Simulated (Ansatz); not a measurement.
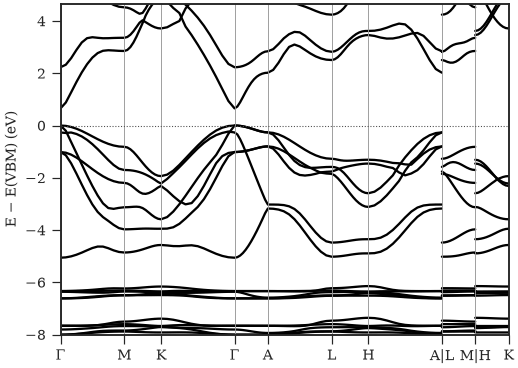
Figure: Band structure from the program Ansatz at the PBEsol level (PAW)

Q: Read off the gap and where the band edges lie.

A: About 0.7 eV (0.66 eV by a search for the band edges); maximum at Γ, minimum at Γ.

The material is ZnCdSe2 in space group P3m1 (No. 156; Zn on 1a, Cd on 1c, Se on 1c, Se on 1a).

The workflow started from a Materials Project entry (that database holds measured and hypothetical structures alike); the Crystallography Open Database copy checked does not list it. Whether it is the stable phase at ambient conditions was not checked. The PBEsol relaxation kept the symmetry of its start; of distortions, only those at the zone centre were tested. Spin–orbit coupling is left out wherever it is not named.

Potentials: the later of the program's two PAW sets.
